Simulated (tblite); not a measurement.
# Geometry relaxation, with input and output: C₇H₁₃Al

- system: C₇H₁₃Al, SMILES C=[CH][AlH][CH]1CCCC1
- method: GFN2-xTB geometry optimisation, gas phase (tblite 0.8.0)

It belongs to a series of runs on one base structure; here: constitutional isomer.

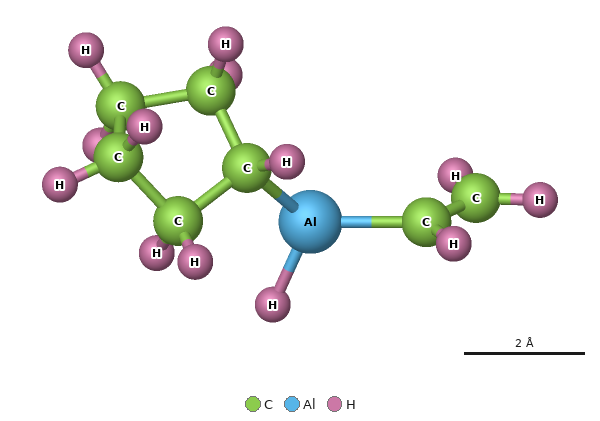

Figure 1. The input geometry (ball-and-stick view, seen at a tilt). Sticks mark near contacts. Bond lengths as drawn: Al–C 1.95 to 1.99 Å, Al–H 1.62 Å, C–C 1.32 to 1.54 Å and C–H 1.08 to 1.13 Å.

Input file:
```
{"job": {"kind": "relax", "xc": "GFN2-xTB", "basis": "xTB"}, "charge": 0, "multiplicity": 1}
C      4.109700     0.601700     0.171300
C      3.114200    -0.234000     0.428000
Al     1.434000    -0.259100    -0.564700
C     -0.262200    -0.151900     0.471500
C     -1.261600    -1.230700     0.025800
C     -2.567000    -0.517000     0.323800
C     -2.279600     0.814900    -0.357200
C     -0.958600     1.164200     0.340200
H      4.062800     1.347300    -0.612400
H      5.011500     0.547300     0.786000
H      3.269100    -0.948900     1.249900
H      1.404300    -1.288200    -1.814900
H     -0.012400    -0.423100     1.532400
H     -1.127300    -2.178300     0.531100
H     -1.111300    -1.313100    -1.093300
H     -3.398800    -1.057900    -0.139900
H     -2.618900    -0.421600     1.419700
H     -2.126100     0.573500    -1.424600
H     -3.068000     1.566800    -0.159000
H     -1.193900     1.542300     1.350000
H     -0.429000     1.883000    -0.309500
```

The first line tells a small driver script what to run in tblite; the rest is the geometry in Å.

Run on 1 CPU thread, shared host.

Run as:
```bash
OMP_NUM_THREADS=1 python <driver script> task.json out
```

Log:
```
step      E/eV     max force
  0    -614.63092    2.274
  1    -614.83740    1.558
  2    -614.98396    1.148
  3    -615.09790    1.003
  4    -615.16553    0.770
  5    -615.22406    0.519
  6    -615.25047    0.459
  7    -615.27186    0.327
  8    -615.28277    0.245
  9    -615.29206    0.221
 10    -615.30270    0.302
 11    -615.31510    0.350
 12    -615.32782    0.337
 13    -615.33816    0.314
 14    -615.34552    0.203
 15    -615.35196    0.207
 16    -615.35857    0.220
 17    -615.36485    0.221
 18    -615.36982    0.165
 19    -615.37307    0.144
 20    -615.37528    0.111
 21    -615.37715    0.131
 22    -615.37869    0.104
 23    -615.37982    0.104
 24    -615.38083    0.083
 25    -615.38211    0.112
 26    -615.38392    0.149
 27    -615.38615    0.160
 28    -615.38835    0.141
 29    -615.39028    0.087
 30    -615.39202    0.130
 31    -615.39375    0.138
 32    -615.39530    0.124
 33    -615.39644    0.084
 34    -615.39730    0.084
 35    -615.39815    0.091
 36    -615.39905    0.086
 37    -615.39985    0.067
 38    -615.40051    0.056
 39    -615.40118    0.088
 40    -615.40219    0.112
 41    -615.40384    0.132
 42    -615.40626    0.145
 43    -615.40925    0.156
 44    -615.41254    0.154
 45    -615.41619    0.153
 46    -615.42071    0.184
 47    -615.42564    0.173
 48    -615.43012    0.161
 49    -615.42458    0.578
 50    -615.43452    0.244
 51    -615.43757    0.131
 52    -615.44052    0.134
 53    -615.44648    0.232
 54    -615.44902    0.144
 55    -615.45111    0.104
 56    -615.45343    0.102
 57    -615.45477    0.057
 58    -615.45562    0.051
 59    -615.45608    0.050
 60    -615.45654    0.052
 61    -615.45724    0.055
 62    -615.45804    0.069
 63    -615.45887    0.084
 64    -615.45989    0.089
 65    -615.46149    0.103
 66    -615.46380    0.102
 67    -615.46641    0.107
 68    -615.46870    0.105
 69    -615.47060    0.101
 70    -615.47211    0.096
 71    -615.47372    0.077
 72    -615.47520    0.067
 73    -615.47603    0.041
 74    -615.47632    0.041
 75    -615.47673    0.033
 76    -615.47712    0.033
 77    -615.47753    0.050
 78    -615.47790    0.046
 79    -615.47828    0.049
 80    -615.47873    0.053
 81    -615.47928    0.045
 82    -615.47993    0.059
 83    -615.48065    0.053
 84    -615.48142    0.073
 85    -615.48225    0.101
 86    -615.48306    0.073
 87    -615.48397    0.095
 88    -615.48498    0.077
 89    -615.48652    0.100
 90    -615.48775    0.139
 91    -615.48993    0.169
 92    -615.49274    0.197
 93    -615.49654    0.116
 94    -615.49648    0.446
 95    -615.49976    0.291
 96    -615.50308    0.294
 97    -615.50510    0.143
 98    -615.50742    0.105
 99    -615.51184    0.143
100    -615.51332    0.138
101    -615.51509    0.105
102    -615.51582    0.199
103    -615.51709    0.057
104    -615.51758    0.050
105    -615.51814    0.043
106    -615.51830    0.029
107    -615.51843    0.026
108    -615.51854    0.023
109    -615.51868    0.022
110    -615.51880    0.024
111    -615.51891    0.025
112    -615.51904    0.037
113    -615.51920    0.043
114    -615.51941    0.040
115    -615.51965    0.032
116    -615.51992    0.034
117    -615.52022    0.040
118    -615.52058    0.045
119    -615.52103    0.048
120    -615.52159    0.050
121    -615.52221    0.063
122    -615.52280    0.053
123    -615.52323    0.048
124    -615.52346    0.053
125    -615.52377    0.037
126    -615.52403    0.032
127    -615.52436    0.043
128    -615.52463    0.052
129    -615.52497    0.046
130    -615.52527    0.035
131    -615.52555    0.035
132    -615.52579    0.033
133    -615.52601    0.036
134    -615.52626    0.037
135    -615.52654    0.039
136    -615.52689    0.044
137    -615.52726    0.039
138    -615.52759    0.026
139    -615.52783    0.027
140    -615.52803    0.044
141    -615.52815    0.046
142    -615.52835    0.028
143    -615.52848    0.024
144    -615.52858    0.020
145    -615.52866    0.020
146    -615.52873    0.015
147    -615.52877    0.013
148    -615.52879    0.009
```

Trajectory as extended XYZ (Å, eV, eV/Å), 5 of the 149 frames kept, from step=0 to step=148:
```
21
Properties=species:S:1:pos:R:3:forces:R:3 step=0 energy=-614.63092
C     4.1097    0.6017    0.1713    0.8530   0.1390   0.4800
C     3.1142   -0.2340    0.4280   -0.3460  -0.1170   0.0500
Al    1.4340   -0.2591   -0.5647   -0.0300  -1.7750  -0.1930
C    -0.2622   -0.1519    0.4715    1.5870  -1.5100   0.6120
C    -1.2616   -1.2307    0.0258    0.3950   0.5750  -1.0470
C    -2.5670   -0.5170    0.3238   -0.1070  -0.7230  -0.5410
C    -2.2796    0.8149   -0.3572   -0.5350  -0.0720   0.7350
C    -0.9586    1.1642    0.3402   -1.1460   1.2270  -0.1880
H     4.0628    1.3473   -0.6124    0.1050  -0.0500   0.1050
H     5.0115    0.5473    0.7860    0.0480   0.3180  -0.3960
H     3.2691   -0.9489    1.2499   -0.0250   0.2140  -0.1910
H     1.4043   -1.2882   -1.8149   -0.0680   0.7020   0.1250
H    -0.0124   -0.4231    1.5324   -0.1070   0.6160  -0.3790
H    -1.1273   -2.1783    0.5311    0.0550  -0.1440  -0.1290
H    -1.1113   -1.3131   -1.0933   -0.4090  -0.5670   0.9220
H    -3.3988   -1.0579   -0.1399   -0.1770   0.2030   0.4830
H    -2.6189   -0.4216    1.4197   -0.5470   0.0060  -0.4760
H    -2.1261    0.5735   -1.4246   -0.2120   0.6600   0.3930
H    -3.0680    1.5668   -0.1590    0.4080  -0.3130  -0.4790
H    -1.1939    1.5423    1.3500    0.1870   0.4650  -0.5470
H    -0.4290    1.8830   -0.3095    0.0730   0.1450   0.6600
21
Properties=species:S:1:pos:R:3:forces:R:3 step=37 energy=-615.39985
C     4.1952    0.5838    0.1350    0.0210   0.0040  -0.0160
C     3.2399   -0.2956    0.4483    0.0400  -0.0060   0.0160
Al    1.4855   -0.5187   -0.4367   -0.0110   0.0100   0.0030
C    -0.2417   -0.2081    0.5471    0.0020   0.0670   0.0060
C    -1.2669   -1.2698    0.0841    0.0220   0.0100  -0.0080
C    -2.6229   -0.5839    0.1871   -0.0030   0.0140   0.0030
C    -2.3264    0.8380   -0.2785    0.0200   0.0060  -0.0110
C    -0.9512    1.1654    0.3155   -0.0110  -0.0130   0.0080
H     4.1107    1.2375   -0.7205   -0.0100   0.0020  -0.0380
H     5.1098    0.6903    0.7054    0.0290   0.0080   0.0010
H     3.4479   -0.8959    1.3423    0.0000  -0.0130   0.0430
H     1.3635   -0.9632   -1.9205   -0.0330   0.0290   0.0350
H    -0.1129   -0.3213    1.6359   -0.0170   0.0080   0.0000
H    -1.2026   -2.1762    0.6883   -0.0120  -0.0280  -0.0250
H    -1.0735   -1.5442   -0.9613   -0.0250  -0.0100  -0.0350
H    -3.3856   -1.0674   -0.4226   -0.0270  -0.0070   0.0150
H    -2.9600   -0.5731    1.2250    0.0020  -0.0100   0.0200
H    -2.2741    0.8550   -1.3683    0.0150   0.0050  -0.0080
H    -3.0916    1.5468    0.0395    0.0180  -0.0020  -0.0130
H    -1.0618    1.6938    1.2649   -0.0130  -0.0210  -0.0220
H    -0.3902    1.8238   -0.3555   -0.0100  -0.0540   0.0260
21
Properties=species:S:1:pos:R:3:forces:R:3 step=74 energy=-615.47632
C     4.2052    0.3668   -0.0636   -0.0030   0.0010   0.0080
C     3.3360   -0.2143    0.7675   -0.0080   0.0100  -0.0180
Al    1.5207   -0.2664   -0.0252   -0.0040   0.0010  -0.0140
C    -0.3460   -0.2862    0.7255    0.0210  -0.0140  -0.0060
C    -1.2740   -1.2999    0.0233   -0.0010  -0.0030   0.0060
C    -2.6468   -0.6408    0.1033    0.0020   0.0020  -0.0010
C    -2.3470    0.8105   -0.2660    0.0020  -0.0040  -0.0170
C    -0.9463    1.0901    0.3047   -0.0080   0.0070   0.0070
H     3.8774    0.7120   -1.0400    0.0210  -0.0150   0.0050
H     5.2535    0.5291    0.1557   -0.0080  -0.0260   0.0040
H     3.7099   -0.5404    1.7384   -0.0110   0.0090   0.0100
H     1.5206   -0.0906   -1.5703   -0.0250   0.0100   0.0200
H    -0.4990   -0.4096    1.8074    0.0090   0.0330   0.0030
H    -1.2469   -2.2833    0.4937    0.0150  -0.0100   0.0060
H    -0.9838   -1.4098   -1.0282   -0.0090   0.0000  -0.0060
H    -3.3781   -1.0964   -0.5644    0.0030   0.0030  -0.0070
H    -3.0300   -0.6978    1.1243    0.0250  -0.0210   0.0030
H    -2.3298    0.9025   -1.3522   -0.0060   0.0350  -0.0200
H    -3.0938    1.5039    0.1212    0.0030  -0.0260   0.0090
H    -0.9899    1.7665    1.1590    0.0160   0.0150   0.0140
H    -0.3207    1.5713   -0.4598   -0.0340  -0.0060  -0.0050
21
Properties=species:S:1:pos:R:3:forces:R:3 step=111 energy=-615.51891
C     4.3559   -0.0377   -0.0284   -0.0160   0.0100   0.0130
C     3.3111   -0.0551    0.8022    0.0000   0.0030   0.0010
Al    1.5362    0.0663   -0.0685   -0.0130  -0.0050   0.0100
C    -0.3350   -0.0766    0.6565    0.0000  -0.0040   0.0010
C    -1.1214   -1.1907   -0.0643    0.0100  -0.0010  -0.0070
C    -2.5774   -0.7643    0.0975    0.0130   0.0060  -0.0030
C    -2.5474    0.7556   -0.1018    0.0040   0.0090   0.0050
C    -1.1051    1.1953    0.2201    0.0020  -0.0010  -0.0080
H     4.2039    0.0339   -1.1001    0.0000  -0.0020   0.0030
H     5.3897   -0.0876    0.2916   -0.0110   0.0000  -0.0060
H     3.5217   -0.1240    1.8715    0.0130  -0.0170   0.0010
H     1.5600    0.3291   -1.5990   -0.0010  -0.0030   0.0010
H    -0.4853   -0.2189    1.7368    0.0010   0.0130   0.0000
H    -0.9234   -2.1797    0.3520    0.0080   0.0000  -0.0070
H    -0.8572   -1.2035   -1.1282    0.0030   0.0030  -0.0060
H    -3.2407   -1.2601   -0.6113   -0.0040   0.0070   0.0050
H    -2.9153   -1.0057    1.1073    0.0010   0.0050  -0.0020
H    -2.7948    1.0061   -1.1334   -0.0040  -0.0130  -0.0100
H    -3.2733    1.2542    0.5401    0.0060  -0.0040   0.0240
H    -1.0689    1.9624    0.9952   -0.0110   0.0020  -0.0050
H    -0.6421    1.6178   -0.6814   -0.0020  -0.0080  -0.0120
21
Properties=species:S:1:pos:R:3:forces:R:3 step=148 energy=-615.52879
C     4.3342   -0.0776   -0.0044    0.0040   0.0020   0.0040
C     3.3036   -0.1413    0.8411    0.0050   0.0070  -0.0020
Al    1.5438    0.1017   -0.0330    0.0030  -0.0020  -0.0030
C    -0.3388    0.0371    0.6596   -0.0030   0.0040   0.0010
C    -1.0527   -1.1431   -0.0306   -0.0020   0.0000  -0.0020
C    -2.5394   -0.7860    0.0360   -0.0020  -0.0030   0.0020
C    -2.5937    0.7523    0.0164   -0.0020  -0.0050   0.0000
C    -1.1344    1.2277    0.0872    0.0010   0.0010   0.0010
H     4.1647    0.0921   -1.0629   -0.0010   0.0040   0.0020
H     5.3717   -0.1846    0.2868    0.0010  -0.0050   0.0010
H     3.5278   -0.3159    1.8948    0.0010   0.0000  -0.0010
H     1.5984    0.3454   -1.5663    0.0020   0.0010   0.0010
H    -0.5372   -0.0278    1.7388    0.0010  -0.0040   0.0010
H    -0.8309   -2.1033    0.4388   -0.0060   0.0000   0.0000
H    -0.7305   -1.1943   -1.0784   -0.0030  -0.0010  -0.0050
H    -3.0978   -1.2236   -0.7915   -0.0030  -0.0010   0.0050
H    -2.9664   -1.1669    0.9651   -0.0010   0.0020   0.0000
H    -3.0851    1.1213   -0.8836    0.0030   0.0070  -0.0040
H    -3.1546    1.1242    0.8743   -0.0010  -0.0040   0.0060
H    -1.0229    2.1303    0.6901    0.0030  -0.0010  -0.0060
H    -0.7689    1.4492   -0.9239    0.0010  -0.0030  -0.0010
```

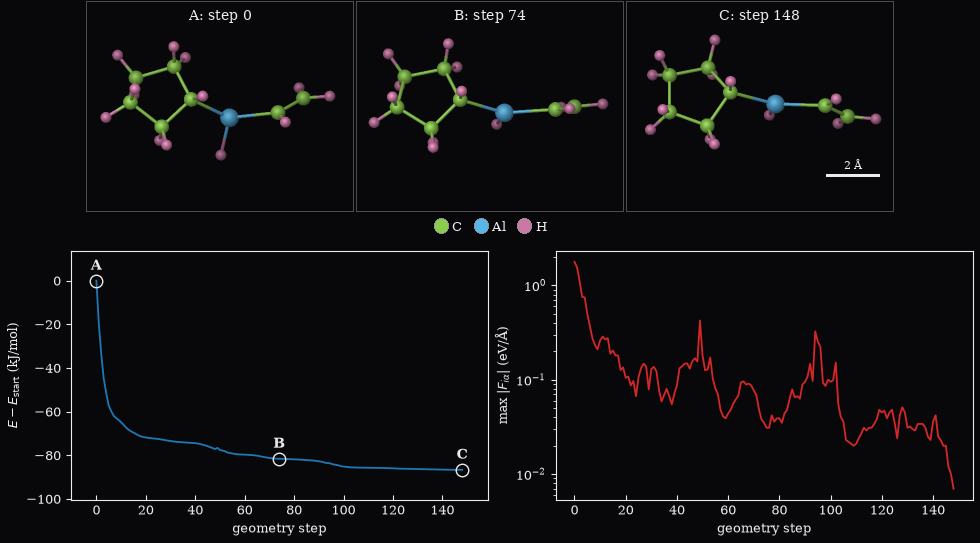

Figure 2. Frames of the relaxation (ball-and-stick view, seen at a tilt) above the curves, on which the letters mark them (steps are counted from 0).

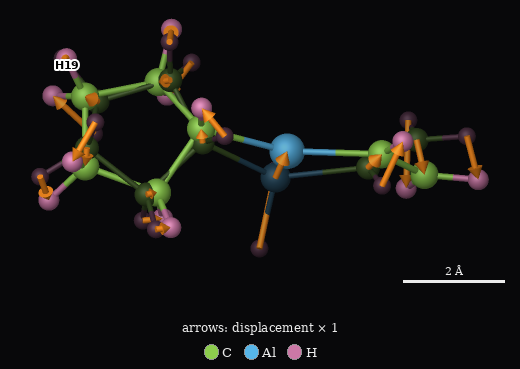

Figure 3. Start (faint) and end (solid) with the displacements as orange arrows, at true length (ball-and-stick view, seen at a tilt). The two geometries are laid on each other by the best rigid fit. Over 148 geometry steps the energy falls by 86.6 kJ/mol. The largest force component goes from 1.8 to 0.007 eV/Å. The largest move after the best rigid fit is that of H12, 1.61 Å. Largest moves by element: H 1.61 Å, C 0.72 Å, Al 0.65 Å. Among the contacts that change: Al3–H12 1.620 → 1.554 Å, C4–C8 1.495 → 1.542 Å, C5–H15 1.132 → 1.097 Å, C2–Al3 1.952 → 1.980 Å. Among the angles that change: C2–Al3–C4 117.9° → 132.6°, Al3–C4–H13 106.8° → 120.7°, C1–C2–Al3 123.8° → 113.6°. (Atoms are counted from 1 in the order of the input.)

Key numbers:

| quantity | value |
| --- | --- |
| outcome | converged |
| total energy | −615.5288 eV |
| wall time | 2.2 s |
| peak memory | 0.18 GiB |
